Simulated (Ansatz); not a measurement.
# Molecular dynamics, with input and output: CH7ClMgOSi (part 3 of 4)

CH7ClMgOSi; RKS LDA/def2-mTZVP (Ansatz 0.2.0). It belongs to a series of runs on one base structure; here: dynamics from the highest image of the converged band.

Geometry of the input (Å):
```
Mg -0.4901  0.0220  -1.6070
C  1.5276  -0.5780  -1.0730
Cl -1.8413  0.3656  -3.3106
H  0.4364  -0.1696  0.0726
O  -0.5872  0.1549  0.3500
Si -1.1101  0.5138  1.8908
H  2.0949  -0.7285  -0.1340
H  2.1462  0.1392  -1.6416
H  1.6107  -1.5544  -1.5837
H  -0.2138  -0.1853  2.8630
H  -1.0577  1.9891  2.1328
H  -2.5157  0.0311  2.0406
```

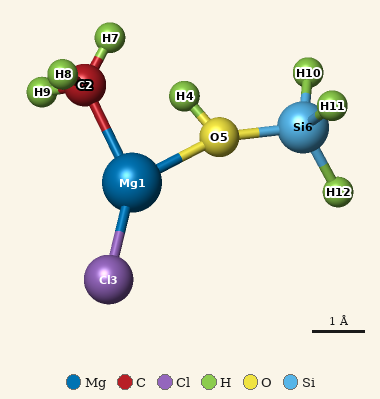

Figure 1. The geometry at step 70 of the log (ball-and-stick view, seen at an oblique angle; atoms are numbered from 1 in the order of the input).

Trajectory as extended XYZ, continued
```
12
Properties=species:S:1:pos:R:3:forces:R:3 step=16 time_fs=8.0 energy=-28922.94795 temperature=154.5
Mg   -0.4824   -0.0088   -1.5647   -0.2628  -0.0365  -0.8429
C     1.5549   -0.5821   -1.1312    0.6606   1.0315   0.0203
Cl   -1.8386    0.3750   -3.3064    0.2141  -0.0613   0.3213
H     0.4212   -0.1134    0.1208   -0.1434  -0.0961   0.0577
O    -0.6143    0.1493    0.3581    0.9518   0.1328  -0.4994
Si   -1.1175    0.5333    1.8723   -0.4386  -0.3932   1.3831
H     2.1576   -0.7062   -0.1791   -0.3232   0.2208  -0.7231
H     2.1116    0.1973   -1.7788   -0.4653  -0.9441   0.9028
H     1.6692   -1.5496   -1.6424   -0.0374  -0.1120  -0.0525
H    -0.2995   -0.2053    2.8964    0.0866  -0.0239  -0.2222
H    -1.0404    1.9652    2.3312   -0.0998  -0.0290  -0.4606
H    -2.4862   -0.0608    1.9165   -0.1425   0.3109   0.1154
12
Properties=species:S:1:pos:R:3:forces:R:3 step=22 time_fs=11.0 energy=-28922.92488 temperature=136.3
Mg   -0.4809   -0.0206   -1.5538   -0.2314  -0.0306  -0.9289
C     1.5647   -0.5788   -1.1535   -0.0733   0.1919   0.1330
Cl   -1.8369    0.3784   -3.3037    0.2467  -0.0785   0.3786
H     0.4400   -0.1151    0.1573   -0.6378   0.0250  -0.1356
O    -0.6193    0.1489    0.3574    1.4811   0.0788  -0.3825
Si   -1.1235    0.5407    1.8715   -0.1099  -1.5993   1.2461
H     2.1729   -0.6745   -0.2272   -0.0564   0.0226  -0.1831
H     2.0963    0.1713   -1.7753    0.0345  -0.1005   0.1520
H     1.6823   -1.5524   -1.6693   -0.0651   0.0737   0.1198
H    -0.3010   -0.2318    2.9014   -0.1140   0.1640  -0.4374
H    -1.0498    1.9070    2.3349   -0.0165   1.0573  -0.1504
H    -2.4756   -0.0473    1.8808   -0.4579   0.1957   0.1884
12
Properties=species:S:1:pos:R:3:forces:R:3 step=27 time_fs=13.5 energy=-28922.91118 temperature=126.3
Mg   -0.4804   -0.0305   -1.5472   -0.1756  -0.0247  -1.1029
C     1.5725   -0.5749   -1.1714   -1.2727  -0.8629   0.2312
Cl   -1.8349    0.3810   -3.3007    0.2465  -0.0876   0.4061
H     0.4181   -0.1158    0.1804   -0.4127   0.0286  -0.1109
O    -0.6177    0.1489    0.3552    1.2013   0.1361  -0.1033
Si   -1.1288    0.5434    1.8739   -0.2291  -1.4663   1.0150
H     2.1815   -0.6459   -0.2800    0.3643  -0.1671   0.7251
H     2.0850    0.1414   -1.7612    0.7566   1.0716  -0.9475
H     1.6893   -1.5513   -1.6850   -0.0466   0.1085   0.1492
H    -0.3083   -0.2446    2.8788   -0.0795   0.1411  -0.3079
H    -1.0592    1.9192    2.3255    0.0204   0.9310  -0.1525
H    -2.4942   -0.0222    1.8631   -0.3728   0.1917   0.1983
12
Properties=species:S:1:pos:R:3:forces:R:3 step=32 time_fs=16.0 energy=-28923.00307 temperature=196.4
Mg   -0.4803   -0.0405   -1.5433   -0.1168   0.0043  -1.3051
C     1.5749   -0.5742   -1.1883   -0.4429   0.1445  -0.0320
Cl   -1.8326    0.3835   -3.2970    0.2261  -0.0931   0.4140
H     0.3751   -0.1156    0.1972    0.5067  -0.1358  -0.0107
O    -0.6117    0.1495    0.3526    0.1599   0.3440   0.2750
Si   -1.1346    0.5432    1.8784   -0.6447  -0.3393   0.7065
H     2.2077   -0.6262   -0.2962    0.0315  -0.1645   0.4269
H     2.1110    0.1639   -1.7940    0.1046   0.2106  -0.3468
H     1.6940   -1.5451   -1.6929    0.0584  -0.1078  -0.0045
H    -0.3195   -0.2497    2.8389    0.1142  -0.0369   0.0505
H    -1.0675    1.9825    2.3059    0.0277  -0.0647  -0.3531
H    -2.5337    0.0145    1.8570   -0.0246   0.2388   0.1793
12
Properties=species:S:1:pos:R:3:forces:R:3 step=38 time_fs=19.0 energy=-28922.95024 temperature=156.5
Mg   -0.4805   -0.0525   -1.5429   -0.0551   0.0551  -1.3185
C     1.5757   -0.5721   -1.2087    0.9440   1.1374  -0.0637
Cl   -1.8293    0.3862   -3.2917    0.1891  -0.0960   0.3882
H     0.3641   -0.1263    0.2161    0.8293  -0.1785  -0.0024
O    -0.6039    0.1519    0.3510   -0.3927   0.4002   0.5851
Si   -1.1435    0.5421    1.8856   -0.9376   0.6899   0.1225
H     2.2369   -0.6147   -0.2895   -0.5946  -0.0718  -0.4847
H     2.1459    0.2009   -1.8545   -0.7240  -0.9279   0.6217
H     1.7044   -1.5457   -1.7025    0.1181  -0.1313  -0.0509
H    -0.3232   -0.2595    2.7967    0.2682  -0.1955   0.4115
H    -1.0751    2.0511    2.2553    0.0606  -0.8728  -0.3672
H    -2.5818    0.0770    1.8638    0.2947   0.1911   0.1585
12
Properties=species:S:1:pos:R:3:forces:R:3 step=43 time_fs=21.5 energy=-28923.02396 temperature=212.9
Mg   -0.4809   -0.0623   -1.5461    0.0039   0.0743  -1.0942
C     1.5805   -0.5649   -1.2261    0.5605   0.3144  -0.0399
Cl   -1.8261    0.3883   -3.2865    0.1488  -0.0918   0.3341
H     0.4030   -0.1453    0.2312   -0.2762   0.1535  -0.0965
O    -0.5986    0.1555    0.3519    0.4807   0.0382   0.6247
Si   -1.1530    0.5425    1.8921   -0.5712   0.6287  -0.2217
H     2.2276   -0.6104   -0.3083   -0.3811  -0.0371  -0.3044
H     2.1342    0.1803   -1.8719   -0.4115  -0.4546   0.3475
H     1.7200   -1.5536   -1.7130    0.0099   0.1579   0.1113
H    -0.3106   -0.2787    2.7858    0.0664  -0.0273   0.3480
H    -1.0774    2.0566    2.1899    0.1162  -0.7819  -0.1548
H    -2.6050    0.1413    1.8800    0.2536   0.0259   0.1459
12
Properties=species:S:1:pos:R:3:forces:R:3 step=49 time_fs=24.5 energy=-28922.99906 temperature=194.1
Mg   -0.4813   -0.0739   -1.5536    0.0933   0.0651  -0.8150
C     1.5888   -0.5552   -1.2469   -1.1144  -1.2426   0.2512
Cl   -1.8221    0.3907   -3.2796    0.0740  -0.0745   0.2440
H     0.4280   -0.1559    0.2416   -0.8501   0.3422  -0.1347
O    -0.5899    0.1599    0.3562    0.7965  -0.2346   0.5940
Si   -1.1658    0.5445    1.8992    0.2519  -0.3344  -0.4228
H     2.1925   -0.6081   -0.3463    0.3492   0.0071   0.6394
H     2.0972    0.1328   -1.8761    0.6812   1.0586  -0.8376
H     1.7388   -1.5519   -1.7174   -0.1080   0.1482   0.1110
H    -0.2930   -0.3015    2.7978   -0.3306   0.3128   0.0665
H    -1.0704    2.0092    2.1011    0.2166   0.1769   0.1983
H    -2.6153    0.2191    1.9107   -0.0595  -0.2248   0.1058
12
Properties=species:S:1:pos:R:3:forces:R:3 step=54 time_fs=27.0 energy=-28923.00654 temperature=199.4
Mg   -0.4813   -0.0833   -1.5620    0.1694   0.0589  -0.6903
C     1.5910   -0.5525   -1.2633   -0.7321  -0.4259   0.0052
Cl   -1.8185    0.3925   -3.2734   -0.0117  -0.0514   0.1584
H     0.3998   -0.1444    0.2424   -0.0779   0.1121   0.0299
O    -0.5796    0.1628    0.3621   -0.1213  -0.1143   0.5217
Si   -1.1761    0.5456    1.9042    0.6359  -0.9345  -0.5022
H     2.1798   -0.6053   -0.3450    0.2560   0.1407   0.4104
H     2.0999    0.1468   -1.9212    0.3219   0.4568  -0.2181
H     1.7485   -1.5419   -1.7146   -0.0516  -0.2131  -0.1077
H    -0.2976   -0.3021    2.8140   -0.4540   0.3981  -0.0278
H    -1.0509    1.9771    2.0384    0.2754   0.9219   0.3804
H    -2.6261    0.2705    1.9432   -0.2099  -0.3493   0.0400
12
Properties=species:S:1:pos:R:3:forces:R:3 step=59 time_fs=29.5 energy=-28922.97939 temperature=178.8
Mg   -0.4810   -0.0926   -1.5722    0.2432   0.0624  -0.5459
C     1.5897   -0.5519   -1.2795    0.3976   0.6534  -0.1706
Cl   -1.8150    0.3942   -3.2669   -0.1054  -0.0252   0.0636
H     0.3700   -0.1272    0.2444    1.1376  -0.2670   0.1144
O    -0.5701    0.1653    0.3701   -1.4379   0.1399   0.4679
Si   -1.1850    0.5449    1.9081    0.5544  -0.2843  -0.5800
H     2.1804   -0.5944   -0.3225   -0.2366   0.2310  -0.4809
H     2.1204    0.1860   -1.9775   -0.4085  -0.6915   0.8508
H     1.7553   -1.5430   -1.7174    0.0312  -0.2513  -0.1687
H    -0.3280   -0.2802    2.8296   -0.2969   0.2203   0.1011
H    -1.0156    1.9942    1.9975    0.1790   0.5520   0.3977
H    -2.6478    0.3016    1.9781   -0.0575  -0.3396  -0.0493
12
Properties=species:S:1:pos:R:3:forces:R:3 step=65 time_fs=32.5 energy=-28923.01230 temperature=203.8
Mg   -0.4798   -0.1036   -1.5861    0.3287   0.0652  -0.1775
C     1.5904   -0.5477   -1.3000    0.3268   0.0739  -0.0514
Cl   -1.8111    0.3963   -3.2589   -0.2124   0.0069  -0.0649
H     0.4071   -0.1226    0.2555    0.0327   0.0407   0.1079
O    -0.5647    0.1686    0.3818   -0.4218  -0.3262   0.1510
Si   -1.1943    0.5436    1.9111    0.2202   1.1477  -0.7225
H     2.1649   -0.5644   -0.3301   -0.2011   0.1297  -0.5429
H     2.1171    0.1850   -1.9845   -0.2780  -0.5062   0.6218
H     1.7649   -1.5591   -1.7312   -0.0149   0.2448   0.0837
H    -0.3853   -0.2390    2.8584    0.0663  -0.1465   0.3950
H    -0.9612    2.0503    1.9795   -0.0982  -0.5020   0.3591
H    -2.6763    0.3131    2.0155    0.2516  -0.2279  -0.1592
12
Properties=species:S:1:pos:R:3:forces:R:3 step=70 time_fs=35.0 energy=-28922.97250 temperature=173.5
Mg   -0.4779   -0.1126   -1.5982    0.4140   0.0552   0.1320
C     1.5924   -0.5438   -1.3173   -0.8976  -1.0709   0.3423
Cl   -1.8081    0.3979   -3.2524   -0.3036   0.0370  -0.1720
H     0.4472   -0.1182    0.2716   -1.0012   0.2994   0.0329
O    -0.5624    0.1702    0.3923    0.5741  -0.6922  -0.0809
Si   -1.2015    0.5449    1.9120    0.2355   1.5647  -0.5309
H     2.1402   -0.5306   -0.3686    0.2742  -0.0181   0.3197
H     2.0983    0.1544   -1.9527    0.5403   0.7416  -0.6269
H     1.7724   -1.5602   -1.7391   -0.0289   0.2992   0.1571
H    -0.4311   -0.2119    2.9060    0.1582  -0.2372   0.3608
H    -0.9210    2.0705    1.9882   -0.2744  -0.8392   0.3087
H    -2.6855    0.3072    2.0366    0.3096  -0.1394  -0.2428
12
Properties=species:S:1:pos:R:3:forces:R:3 step=76 time_fs=38.0 energy=-28923.02500 temperature=213.5
Mg   -0.4743   -0.1231   -1.6123    0.5175   0.0344   0.2956
C     1.5893   -0.5451   -1.3360   -0.7822  -0.1078   0.2176
Cl   -1.8053    0.4001   -3.2450   -0.4192   0.0781  -0.2800
H     0.4262   -0.0923    0.2940   -0.2921   0.0765   0.0470
O    -0.5573    0.1689    0.4045   -0.0909  -0.5264  -0.1552
Si   -1.2092    0.5507    1.9117    0.6436   0.8877   0.1876
H     2.1305   -0.4915   -0.3904    0.2691  -0.1183   0.5392
H     2.1133    0.1689   -1.9583    0.2833   0.4364  -0.5301
H     1.7806   -1.5435   -1.7388    0.1363  -0.2688  -0.0796
H    -0.4760   -0.1958    2.9872   -0.0391  -0.0342  -0.1461
H    -0.8938    2.0337    2.0226   -0.2952  -0.3720   0.2273
H    -2.6745    0.2891    2.0425    0.0689  -0.0857  -0.3233
12
Properties=species:S:1:pos:R:3:forces:R:3 step=81 time_fs=40.5 energy=-28922.97863 temperature=178.2
Mg   -0.4698   -0.1319   -1.6233    0.5587   0.0176   0.3663
C     1.5826   -0.5472   -1.3502    0.5525   1.2050   0.0682
Cl   -1.8038    0.4020   -3.2393   -0.5001   0.1095  -0.3480
H     0.3910   -0.0656    0.3153    1.2696  -0.3114   0.0097
O    -0.5536    0.1656    0.4141   -1.5645  -0.1214  -0.0888
Si   -1.2142    0.5576    1.9118    0.7975  -0.1857   0.6504
H     2.1385   -0.4665   -0.3775   -0.2525  -0.1907  -0.2866
H     2.1445    0.2096   -1.9969   -0.5764  -0.7705   0.4347
H     1.7954   -1.5427   -1.7418    0.2122  -0.3200  -0.1249
H    -0.5147   -0.1857    3.0477   -0.1462   0.0849  -0.5166
H    -0.8899    1.9787    2.0666   -0.1513   0.5418   0.1883
H    -2.6600    0.2682    2.0266   -0.1994  -0.0591  -0.3527
12
Properties=species:S:1:pos:R:3:forces:R:3 step=86 time_fs=43.0 energy=-28922.97325 temperature=173.9
Mg   -0.4640   -0.1405   -1.6334    0.5370   0.0043   0.5156
C     1.5783   -0.5441   -1.3641    0.9676   0.6672   0.0578
Cl   -1.8030    0.4041   -3.2343   -0.5478   0.1311  -0.3973
H     0.4167   -0.0539    0.3375    0.2928  -0.0852  -0.0114
O    -0.5548    0.1617    0.4232   -0.4868  -0.3025  -0.2186
Si   -1.2176    0.5642    1.9132    0.5669  -0.7317   0.7292
H     2.1336   -0.4525   -0.3785   -0.3669  -0.2069  -0.5390
H     2.1455    0.2103   -2.0143   -0.6088  -0.7958   0.4950
H     1.8216   -1.5576   -1.7508    0.0360   0.2661   0.1161
H    -0.5613   -0.1716    3.0790   -0.0693   0.0134  -0.5520
H    -0.8953    1.9541    2.1219   -0.0606   1.0280   0.1390
H    -2.6564    0.2440    1.9898   -0.2602   0.0120  -0.3345
12
Properties=species:S:1:pos:R:3:forces:R:3 step=92 time_fs=46.0 energy=-28923.00530 temperature=198.6
Mg   -0.4553   -0.1509   -1.6438    0.4666  -0.0174   0.6491
C     1.5785   -0.5370   -1.3801   -0.1753  -0.9952   0.3632
Cl   -1.8034    0.4069   -3.2291   -0.5706   0.1455  -0.4220
H     0.4609   -0.0451    0.3624   -1.2066   0.1975  -0.0832
O    -0.5580    0.1554    0.4332    1.1430  -0.4853  -0.2943
Si   -1.2202    0.5704    1.9169    0.0109   0.0793   0.5029
H     2.1036   -0.4509   -0.4139    0.1109  -0.0665   0.2599
H     2.1077    0.1612   -2.0062    0.3948   0.6247  -0.6153
H     1.8546   -1.5556   -1.7528   -0.1706   0.3925   0.1810
H    -0.6207   -0.1556    3.0764    0.1980  -0.2687  -0.1743
H    -0.9085    1.9960    2.1972   -0.2124   0.2250  -0.1157
H    -2.6699    0.2168    1.9198    0.0112   0.1686  -0.2514
12
Properties=species:S:1:pos:R:3:forces:R:3 step=97 time_fs=48.5 energy=-28922.99929 temperature=193.9
Mg   -0.4468   -0.1596   -1.6507    0.3794  -0.0268   0.6004
C     1.5785   -0.5353   -1.3918   -0.5601  -0.7371   0.2838
Cl   -1.8048    0.4095   -3.2255   -0.5696   0.1486  -0.4052
H     0.4326   -0.0273    0.3783   -0.2348   0.0154  -0.0776
O    -0.5569    0.1482    0.4403    0.3129  -0.1752  -0.1794
Si   -1.2223    0.5756    1.9211   -0.4593   0.8417   0.2198
H     2.0829   -0.4543   -0.4314    0.3345   0.1105   0.6520
H     2.0944    0.1502   -2.0307    0.5483   0.8411  -0.6855
H     1.8728   -1.5316   -1.7440   -0.0893  -0.2644  -0.0952
H    -0.6585   -0.1587    3.0611    0.3758  -0.4618   0.1682
H    -0.9324    2.0493    2.2535   -0.2987  -0.5694  -0.3539
H    -2.6816    0.2046    1.8448    0.2610   0.2774  -0.1274
12
Properties=species:S:1:pos:R:3:forces:R:3 step=103 time_fs=51.5 energy=-28922.98307 temperature=181.7
Mg   -0.4353   -0.1702   -1.6570    0.1975   0.0065   0.5111
C     1.5759   -0.5369   -1.4042    0.7363   0.7576  -0.1233
Cl   -1.8077    0.4129   -3.2222   -0.5313   0.1357  -0.3495
H     0.3972   -0.0072    0.3911    1.4729  -0.2449  -0.0811
O    -0.5550    0.1390    0.4479   -1.2319   0.2435  -0.0347
Si   -1.2260    0.5841    1.9269   -0.5804   0.6985   0.0987
H     2.0797   -0.4499   -0.4114   -0.0241   0.1695  -0.2161
H     2.1110    0.1881   -2.0994   -0.3708  -0.5080   0.6960
H     1.8885   -1.5237   -1.7413    0.0036  -0.4982  -0.2260
H    -0.6758   -0.1966    3.0538    0.2681  -0.2968   0.0806
H    -0.9835    2.0703    2.2934   -0.1936  -0.7506  -0.4222
H    -2.6761    0.2115    1.7459    0.2536   0.2873   0.0665
12
Properties=species:S:1:pos:R:3:forces:R:3 step=108 time_fs=54.0 energy=-28923.00963 temperature=201.8
Mg   -0.4253   -0.1789   -1.6609   -0.0025   0.0584   0.5222
C     1.5771   -0.5352   -1.4150    1.2257   0.2598  -0.0862
Cl   -1.8111    0.4161   -3.2200   -0.4683   0.1110  -0.2865
H     0.4408   -0.0033    0.3968   -0.4283   0.0171  -0.0404
O    -0.5571    0.1321    0.4541    0.7494   0.0811  -0.1410
Si   -1.2304    0.5928    1.9320   -0.3340  -0.2750   0.0473
H     2.0781   -0.4357   -0.4032   -0.1448   0.1002  -0.6472
H     2.1075    0.1963   -2.1210   -0.4195  -0.6656   0.8600
H     1.9003   -1.5455   -1.7520   -0.1745   0.2197   0.0439
H    -0.6727   -0.2476    3.0528    0.0082   0.0819  -0.2351
H    -1.0388    2.0417    2.3001    0.0187  -0.1795  -0.2452
H    -2.6558    0.2357    1.6670   -0.0304   0.1910   0.2083
12
Properties=species:S:1:pos:R:3:forces:R:3 step=114 time_fs=57.0 energy=-28922.95901 temperature=162.9
Mg   -0.4132   -0.1892   -1.6639   -0.1988   0.1102   0.4811
C     1.5858   -0.5322   -1.4282    0.2029  -1.1036   0.4473
Cl   -1.8162    0.4201   -3.2181   -0.3819   0.0743  -0.1940
H     0.4623    0.0020    0.4004   -1.1235   0.0784  -0.0004
O    -0.5560    0.1243    0.4608    1.4960   0.1306  -0.1731
Si   -1.2366    0.6021    1.9380   -0.1230  -1.5809  -0.3305
H     2.0679   -0.4110   -0.4370    0.1467   0.0366  -0.0214
H     2.0781    0.1648   -2.0909    0.4511   0.5257  -0.4042
H     1.9011   -1.5552   -1.7614   -0.2035   0.4571   0.1583
H    -0.6689   -0.3014    3.0332   -0.1934   0.3903  -0.3587
H    -1.1024    2.0001    2.2909    0.2787   0.8386   0.0876
H    -2.6355    0.2789    1.5889   -0.3513   0.0427   0.3080
12
Properties=species:S:1:pos:R:3:forces:R:3 step=119 time_fs=59.5 energy=-28922.93158 temperature=141.6
Mg   -0.4036   -0.1975   -1.6650   -0.3115   0.1667   0.3508
C     1.5947   -0.5348   -1.4371   -0.4676  -0.6679   0.4297
Cl   -1.8212    0.4236   -3.2168   -0.3086   0.0390  -0.1048
H     0.4185    0.0104    0.4032    0.8078  -0.1383   0.0242
O    -0.5498    0.1184    0.4657   -0.4227   0.4331  -0.0495
Si   -1.2422    0.6065    1.9424   -0.2541  -1.4694  -0.7636
H     2.0676   -0.3877   -0.4691    0.3628   0.0132   0.6145
H     2.0766    0.1641   -2.0836    0.6205   0.7832  -0.8246
H     1.8897   -1.5376   -1.7606    0.0863  -0.2381  -0.0755
H    -0.6770   -0.3228    2.9950   -0.1653   0.3405  -0.1145
H    -1.1386    2.0123    2.2867    0.3609   0.7620   0.1324
H    -2.6392    0.3186    1.5437   -0.3085  -0.0240   0.3808
12
Properties=species:S:1:pos:R:3:forces:R:3 step=124 time_fs=62.0 energy=-28922.93647 temperature=145.2
Mg   -0.3948   -0.2054   -1.6653   -0.4240   0.2548   0.2647
C     1.6018   -0.5401   -1.4440    0.3474   1.0481  -0.0439
Cl   -1.8268    0.4271   -3.2158   -0.2253  -0.0028  -0.0141
H     0.4157    0.0114    0.4074    1.1995  -0.1755   0.0517
O    -0.5446    0.1140    0.4704   -0.8791   0.5071  -0.0318
Si   -1.2483    0.6080    1.9451   -0.5611  -0.2954  -1.1933
H     2.0867   -0.3642   -0.4703    0.1531  -0.1280   0.2011
H     2.1068    0.2020   -2.1176   -0.2057  -0.4466   0.1905
H     1.8832   -1.5328   -1.7638    0.3147  -0.6200  -0.1985
H    -0.6943   -0.3252    2.9512    0.0009   0.0480   0.3456
H    -1.1537    2.0658    2.2893    0.3425  -0.1449  -0.0235
H    -2.6603    0.3571    1.5213   -0.0630  -0.0448   0.4516
```
